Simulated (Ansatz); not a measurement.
**TiH$_{3}$BrClO$_{2}$F: geometry relaxation (part 2 of 2)**

The same run, continued: TiH$_{3}$BrClO$_{2}$F; RHF/def2-SVP (Ansatz 0.2.0). The input holds or restrains some coordinates. It belongs to a series of runs on one base structure; here: pulled along the bonds that form and break, towards end B.

Trajectory as extended XYZ, continued
```
9
Properties=species:S:1:pos:R:3:forces:R:3 step=7 energy=-112400.88245
Ti   -0.4609   -0.1293   -0.3975   -0.3182  -0.0134  -0.1157
F     0.1615   -0.0822    2.5677   -1.0523  -0.2847   0.1351
O     1.2752   -0.0940   -0.2916   -0.1796  -0.2823   0.1536
H     1.9364   -0.7560   -0.4676   -0.0569   0.2625   0.1675
O    -0.8766    1.3591   -1.2292   -1.0223  -0.5044   0.5300
H    -1.7982    1.6086   -1.0501    0.9391   0.0577  -0.5290
Cl   -0.7237   -2.1008   -1.4326    0.0508   0.4304  -0.1056
Br   -2.6435   -0.2235    0.9201    0.6618   0.0574   0.1089
H    -0.6933   -0.2686    2.8639    0.9775   0.2768  -0.3447
9
Properties=species:S:1:pos:R:3:forces:R:3 step=8 energy=-112401.03198
Ti   -0.5162   -0.1421   -0.4280   -0.2000  -0.4375   0.3358
F     0.2426   -0.2483    2.5034   -2.2000   0.1611   1.1408
O     1.1949   -0.0804   -0.1366   -0.1643  -0.2319  -0.1983
H     1.8962   -0.6995   -0.3068   -0.0314   0.2047   0.1842
O    -0.8954    1.3069   -1.3125   -0.7391  -0.0905   0.2294
H    -1.8091    1.5874   -1.2051    0.5045   0.1438  -0.3853
Cl   -0.7391   -2.0367   -1.5954    0.0184   0.3820   0.0443
Br   -2.5950   -0.1880    1.0374    0.6556   0.0554  -0.2239
H    -0.6020   -0.1859    2.9266    2.1563  -0.1870  -1.1270
9
Properties=species:S:1:pos:R:3:forces:R:3 step=9 energy=-112401.18621
Ti   -0.5392   -0.1648   -0.4155   -0.6348   0.2910  -0.0071
F     0.2603   -0.3112    2.5076   -0.4580  -0.0235   0.4855
O     1.1609   -0.0538   -0.1237    0.2653  -0.4223  -0.0537
H     1.8948   -0.6619   -0.1529   -0.1932   0.3451   0.1306
O    -0.9339    1.2521   -1.3469   -0.3960  -0.1194   0.1836
H    -1.8351    1.5672   -1.4016    0.3758   0.0204  -0.1470
Cl   -0.7692   -1.9602   -1.7005   -0.0236   0.0509   0.1407
Br   -2.5430   -0.1016    1.1327    0.5382  -0.1004  -0.3231
H    -0.5188   -0.2526    2.9838    0.5264  -0.0418  -0.4095
9
Properties=species:S:1:pos:R:3:forces:R:3 step=10 energy=-112401.25663
Ti   -0.5645   -0.1178   -0.4142   -0.4392  -0.3424   0.4748
F     0.2858   -0.4731    2.4807   -0.2014   0.0582   0.3916
O     1.1370   -0.0294   -0.1210   -0.1077   0.0274  -0.0992
H     1.9163   -0.5618   -0.0584    0.0341   0.0400   0.1331
O    -0.9496    1.2635   -1.3731   -0.2808   0.2445  -0.1642
H    -1.8012    1.6273   -1.5893    0.1619  -0.0002  -0.0547
Cl   -0.8483   -1.9781   -1.5749    0.0022   0.0120  -0.0544
Br   -2.5372   -0.1392    1.1694    0.5525   0.1026  -0.3437
H    -0.4614   -0.2781    2.9639    0.2784  -0.1422  -0.2833
9
Properties=species:S:1:pos:R:3:forces:R:3 step=11 energy=-112401.27031
Ti   -0.6052   -0.1086   -0.3917   -0.5038   0.2170   0.0314
F     0.4141   -0.5019    2.4595   -0.8831  -0.0387   0.6834
O     1.0881    0.0028   -0.0773    0.8676  -0.5763   0.0318
H     1.8952   -0.4909    0.1205   -1.0123   0.6445  -0.0973
O    -0.9735    1.2394   -1.4176   -0.9635   0.4005  -0.2809
H    -1.7871    1.6310   -1.7666    0.9856  -0.4912   0.3965
Cl   -0.9047   -1.9575   -1.5574    0.0047  -0.1017   0.0062
Br   -2.5571   -0.0682    1.2177    0.7023   0.0195  -0.3035
H    -0.3929   -0.4329    2.8960    0.8026  -0.0735  -0.4678
9
Properties=species:S:1:pos:R:3:forces:R:3 step=12 energy=-112401.36574
Ti   -0.5954   -0.0942   -0.3996   -0.6327   0.3740  -0.0255
F     0.3785   -0.6778    2.4212   -0.2682  -0.0855   0.3462
O     1.1003    0.0827   -0.1262   -0.1375  -0.0137  -0.0348
H     1.8763   -0.3362    0.2139    0.0221   0.0012   0.1390
O    -0.9926    1.2120   -1.4673    0.0487  -0.1848   0.1214
H    -1.7840    1.5660   -1.8483   -0.0095  -0.0093  -0.0103
Cl   -0.9409   -1.9913   -1.4921    0.0433   0.0192   0.1293
Br   -2.4838    0.1102    1.2703    0.6333  -0.0618  -0.3747
H    -0.3815   -0.5582    2.9110    0.3005  -0.0392  -0.2906
9
Properties=species:S:1:pos:R:3:forces:R:3 step=13 energy=-112401.41638
Ti   -0.6127   -0.0522   -0.4076   -0.5734   0.0656   0.1132
F     0.3980   -0.8617    2.3548   -0.6663   0.1657   0.6494
O     1.0793    0.1234   -0.1181    0.5861  -0.1903   0.4238
H     1.8324   -0.2479    0.3493   -0.7274   0.3066  -0.3193
O    -1.0122    1.2047   -1.5275   -0.0461  -0.0676   0.0378
H    -1.7879    1.5552   -1.9449    0.0613  -0.0369   0.0159
Cl   -0.9466   -2.0081   -1.3993    0.0107   0.0684   0.1000
Br   -2.4539    0.1989    1.3074    0.6739  -0.0233  -0.4156
H    -0.3194   -0.5991    2.8689    0.6811  -0.2881  -0.6052
9
Properties=species:S:1:pos:R:3:forces:R:3 step=14 energy=-112401.47144
Ti   -0.6291   -0.0313   -0.4124   -0.4800   0.2078   0.3075
F     0.4427   -1.0223    2.2610   -0.7285   0.2530   0.6999
O     1.0435    0.1988   -0.0453    0.3559  -0.1068   0.2383
H     1.7505   -0.1535    0.4978   -0.5963   0.2043  -0.3118
O    -1.0108    1.1838   -1.5850    0.1068  -0.1932   0.1625
H    -1.7792    1.5054   -2.0296   -0.1216   0.0619  -0.1127
Cl   -0.9794   -2.0270   -1.3109    0.0438   0.0686   0.0775
Br   -2.4138    0.3262    1.3496    0.7492  -0.0950  -0.4969
H    -0.2476   -0.6668    2.7579    0.6707  -0.4008  -0.5642
9
Properties=species:S:1:pos:R:3:forces:R:3 step=15 energy=-112401.51410
Ti   -0.6512    0.0382   -0.4248   -0.2063   0.0470   0.6354
F     0.4145   -1.1700    2.1608   -0.6554   0.2504   0.9370
O     1.0040    0.2875    0.0036    0.0133   0.1677  -0.1246
H     1.6677   -0.0627    0.5887   -0.2886   0.0147  -0.1003
O    -1.0143    1.1635   -1.6940   -0.4921   0.0688  -0.0345
H    -1.7845    1.4597   -2.1740    0.4103  -0.1317   0.1656
Cl   -0.9554   -2.0187   -1.1795   -0.0242   0.0350   0.0026
Br   -2.2968    0.4401    1.4519    0.5651  -0.0261  -0.6845
H    -0.2071   -0.8242    2.7503    0.6778  -0.4258  -0.7965
9
Properties=species:S:1:pos:R:3:forces:R:3 step=16 energy=-112401.57202
Ti   -0.6367    0.0369   -0.3923   -0.8080   0.5895   0.3231
F     0.4307   -1.3111    2.1073   -0.0918   0.0475   0.1384
O     0.9935    0.3915    0.0221    0.4037   0.0004   0.1381
H     1.5894    0.0229    0.6650   -0.0842   0.0120  -0.0830
O    -1.0426    1.1323   -1.6714   -0.0965  -0.1574   0.0839
H    -1.7723    1.3683   -2.2281    0.0812  -0.0057   0.0109
Cl   -0.9444   -2.0256   -1.1082   -0.0133  -0.1270   0.0081
Br   -2.2163    0.6192    1.4862    0.5782  -0.2840  -0.5658
H    -0.2244   -0.9210    2.6025    0.0307  -0.0753  -0.0537
9
Properties=species:S:1:pos:R:3:forces:R:3 step=17 energy=-112401.57818
Ti   -0.6340    0.0497   -0.3918   -0.7531   0.5048   0.4052
F     0.4275   -1.3200    2.0974   -0.0374   0.0187   0.1007
O     0.9985    0.4056    0.0211    0.3296   0.0043   0.1013
H     1.5877    0.0318    0.6667   -0.0665   0.0069  -0.0666
O    -1.0481    1.1329   -1.6764   -0.0858  -0.1289   0.0611
H    -1.7732    1.3604   -2.2421    0.0681   0.0026   0.0005
Cl   -0.9409   -2.0224   -1.0838   -0.0114  -0.0989  -0.0014
Br   -2.2050    0.6260    1.4958    0.5699  -0.2700  -0.5793
H    -0.2355   -0.9507    2.5961   -0.0135  -0.0397  -0.0214
9
Properties=species:S:1:pos:R:3:forces:R:3 step=18 energy=-112401.58302
Ti   -0.6334    0.0629   -0.3880   -0.6959   0.4452   0.4551
F     0.4292   -1.3277    2.0884    0.0096  -0.0043   0.0635
O     1.0025    0.4192    0.0198    0.2506   0.0132   0.0747
H     1.5830    0.0349    0.6666   -0.0414   0.0029  -0.0471
O    -1.0573    1.1361   -1.6755   -0.0536  -0.1087   0.0590
H    -1.7732    1.3571   -2.2540    0.0360   0.0146  -0.0223
Cl   -0.9286   -2.0152   -1.0666   -0.0190  -0.0942  -0.0123
Br   -2.2002    0.6261    1.5068    0.5683  -0.2590  -0.5852
H    -0.2452   -0.9800    2.5856   -0.0546  -0.0096   0.0145
9
Properties=species:S:1:pos:R:3:forces:R:3 step=19 energy=-112401.58850
Ti   -0.6337    0.0811   -0.3753   -0.6934   0.3406   0.4959
F     0.4347   -1.3491    2.0752    0.0756  -0.0305  -0.0012
O     1.0026    0.4530    0.0219    0.2425   0.0083   0.0762
H     1.6050    0.0808    0.6560   -0.0771   0.0069  -0.0551
O    -1.0819    1.1377   -1.6641    0.0903  -0.0988   0.1382
H    -1.7605    1.3638   -2.2796   -0.0929   0.0435  -0.1151
Cl   -0.9191   -2.0036   -1.0440   -0.0034  -0.0635  -0.0120
Br   -2.1967    0.6105    1.5322    0.5701  -0.2387  -0.5944
H    -0.2735   -1.0608    2.5606   -0.1117   0.0322   0.0675
9
Properties=species:S:1:pos:R:3:forces:R:3 step=20 energy=-112401.59245
Ti   -0.6402    0.1021   -0.3721   -0.5406   0.1888   0.6149
F     0.4563   -1.3452    2.0572   -0.2492   0.0479   0.2489
O     1.0020    0.4841    0.0225    0.0014  -0.0025  -0.0107
H     1.5737    0.0786    0.6634   -0.0109   0.0023  -0.0051
O    -1.1149    1.1591   -1.6443    0.0140  -0.0136   0.0064
H    -1.7458    1.3900   -2.3092   -0.0155   0.0179  -0.0332
Cl   -0.8882   -1.9850   -1.0617    0.0039   0.0051  -0.0006
Br   -2.1977    0.5550    1.5611    0.5593  -0.1878  -0.6221
H    -0.2683   -1.1253    2.5660    0.2377  -0.0581  -0.1986
```

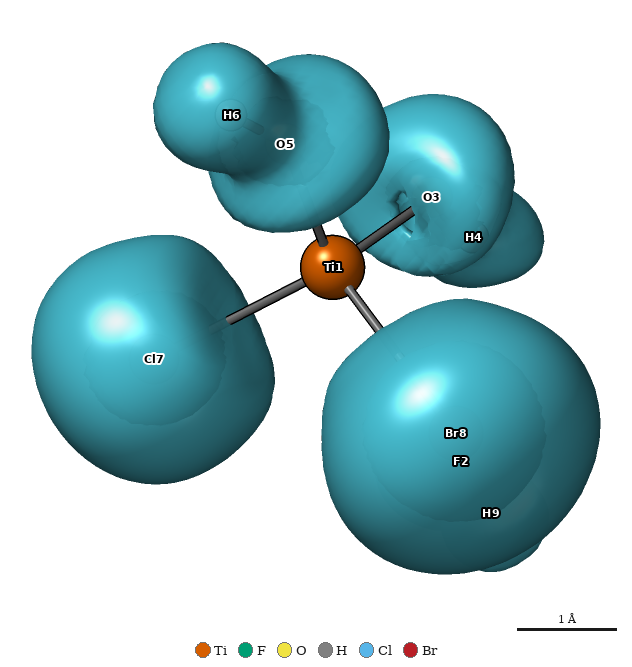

Figure 1. Isosurface of the electron localisation function at 0.75 (cyan), seen at an oblique angle. Core shells and regions of very low density are left out. Profiles from the grid: Ti1···F2 (3.03 Å): the ELF is only about 0 between them. Ti–O (1.72 Å): the ELF peaks at about 0.85 in the valence shell of O, 0.5 Å from its nucleus, and drops to about 0.20 between the two atoms.

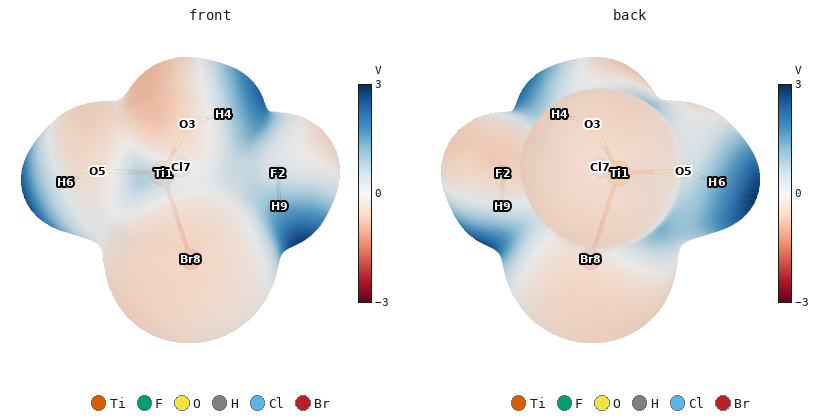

Figure 2. The electrostatic potential painted on the density surface at 0.001 e/bohr³, seen face on and from behind; the colour scale runs from red (negative) to blue (positive).

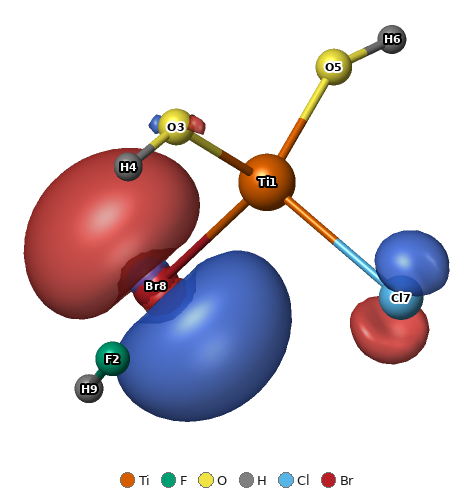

Figure 3. One frontier orbital at ±0.15 Å⁻³ᐟ² (red and blue are the two phases), seen at an oblique angle. The HOMO, at −11.21 eV.

This output came from the following input.

Input file
```yaml
crystal:
  periodic: [false, false, false]
  atoms:
    - { symbol: Ti, position_ang: [0.0, 0.0, 0.0] }
    - { symbol: F, position_ang: [0.0, 0.0, 2.18] }
    - { symbol: O, position_ang: [1.8106, 0.0, -0.6394] }
    - { symbol: H, position_ang: [2.1269, -0.9521, -0.756] }
    - { symbol: O, position_ang: [-0.9043, 1.5667, -0.6394] }
    - { symbol: H, position_ang: [-1.8621, 1.336, -0.8617] }
    - { symbol: Cl, position_ang: [-1.1163, -1.9339, -0.7892] }
    - { symbol: Br, position_ang: [-2.6612, -0.4827, 0.8987] }
    - { symbol: H, position_ang: [-1.2167, -0.2207, 2.09] }
basis:
  gaussian: { orbitals: def2-SVP }
hamiltonian:
  xc: hf
relax:
  f_tol: 0.15
  max_steps: 25
  restrain:
    - { distance: [0, 7], at: 2.55, k: 30.0 }
    - { distance: [8, 1], at: 0.92, k: 30.0 }
    - { distance: [0, 1], at: 3.03, k: 30.0 }
    - { distance: [8, 7], at: 2.75, k: 30.0 }
output:
  orbitals: {}
```

Command:
```bash
ansatz run input.yaml --threads 4 --pin off --max-ram 5120MiB --backend cpu --events-out ev --progress --plain --runs-dir out
```

Key numbers

- outcome: converged under the restraints of the input
- total energy: −112401.5925 eV
- mean-field energy: −112401.5925 eV
- largest force (length of the vector) at the end, held atoms and coordinates included: 0.857 eV/Å
- hardware: 4 threads of AMD EPYC (Zen 5), 16 GiB of memory available, shared host
- wall time: 20 s (CPU time 70 s)
- peak memory: 0.42 GiB
